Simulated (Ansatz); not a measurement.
## Electronic structure of CH6N2O2W (SMILES C[O][W](=[NH])(=[NH])[OH]) in real space

The calculation's input:

```
basis:
  gaussian:
    orbitals: def2-SVPD
crystal:
  periodic: [false, false, false]
  atoms:
    - {symbol: C, position_ang: [-0.107329, -1.708760, 1.414370]}
    - {symbol: "N", position_ang: [1.574374, 1.032669, -1.118000]}
    - {symbol: "N", position_ang: [-1.102899, 0.055275, -1.533219]}
    - {symbol: O, position_ang: [0.168902, -0.387052, 1.069329]}
    - {symbol: O, position_ang: [-0.709443, 2.489012, 0.116572]}
    - {symbol: W, position_ang: [-0.000414, 0.791404, -0.389684]}
    - {symbol: H, position_ang: [0.784954, -2.341738, 1.267595]}
    - {symbol: H, position_ang: [-0.934383, -2.120748, 0.809804]}
    - {symbol: H, position_ang: [-0.392709, -1.756761, 2.478166]}
    - {symbol: H, position_ang: [2.315392, 0.970894, -1.806398]}
    - {symbol: H, position_ang: [-1.414667, -0.317944, -2.422787]}
    - {symbol: H, position_ang: [-0.181779, 3.293729, 0.114252]}
hamiltonian:
  xc: {name: PBE0}
output:
  forces: true
  orbitals: {seedname: orbitals}
```

Command:

```sh
ansatz run input.yaml --threads 2 --pin off --max-ram 6090MiB --events-out events.jsonl --progress --plain --runs-dir runs
```

Geometry: PBE0-D4/def2-SVP; core potentials replace the inner electrons of W.

Computed with isolated molecule in a Gaussian basis; Kohn-Sham density functional theory, functional PBE0 in Ansatz 0.2.0.

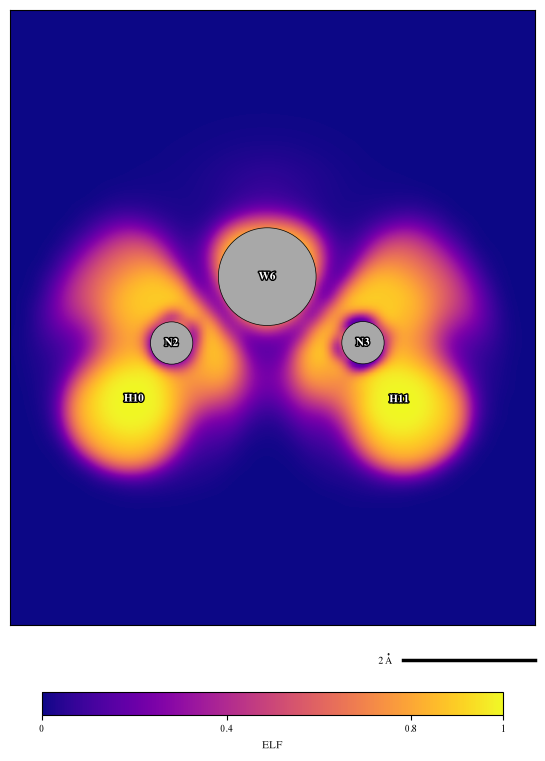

Figure 1. Electron localisation function on the plane of atoms N2, W6 and N3. Grey discs cover the atomic cores.

Describe what can be read from this map.

The section cuts through N, W and H sites.
W–N (1.75 Å): the ELF peaks at about 0.75 in the valence shell of N, 0.5 Å from its nucleus, and drops to about 0.35 between the two atoms.
N–H (1.01 Å): the ELF climbs to about 1 towards the hydrogen, as it does in any bond to H; a covalent bond by its length.

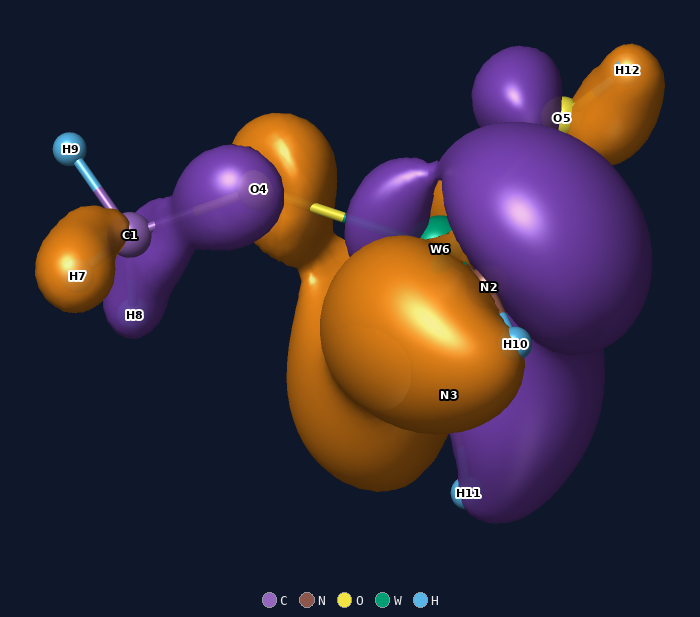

Figure 2. The HOMO−1 at ±0.08 Å⁻³ᐟ² (orange and purple are the two phases), seen at a tilt.

Where does this orbital lie, and at what energy?

It lies mainly on N2 (about 40 %), N3 (about 25 %) and W6 (about 20 %). Its energy is −7.94 eV.

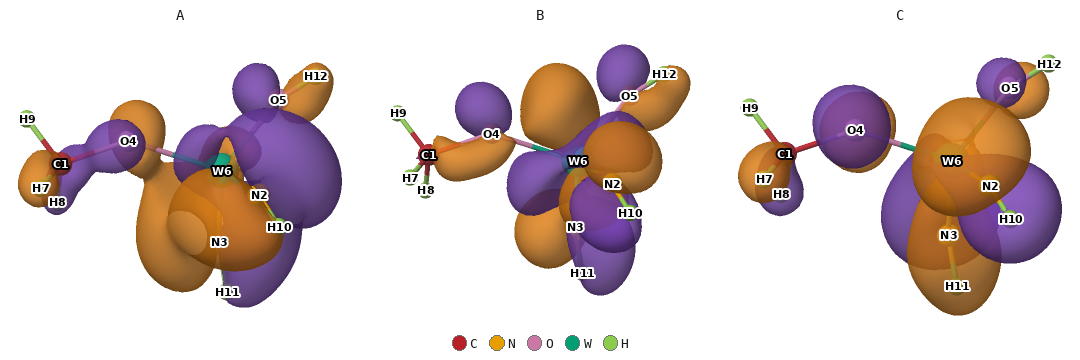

Figure 3. Three frontier orbitals at ±0.08 Å⁻³ᐟ² (orange and purple are the two phases), in no order.

Which picture is the HOMO−1, the HOMO and the LUMO?

A is the HOMO−1 (−7.94 eV). By Hirshfeld shares it lies mainly on N2 (about 40 %), N3 (about 25 %) and W6 (about 20 %). C is the HOMO (−7.37 eV). By Hirshfeld shares it lies mainly on N2 (about 35 %), N3 (about 30 %), W6 (about 15 %) and O4 (about 10 %); largely a combination of lone pairs on N2, N3 and O4. B is the LUMO (−0.76 eV). It lies mainly on W6 (about 55 %), N3 (about 10 %), N2 (about 10 %), O4 (about 5 %) and O5 (about 5 %).

What is the HOMO–LUMO gap?

6.61 eV between the orbital energies.
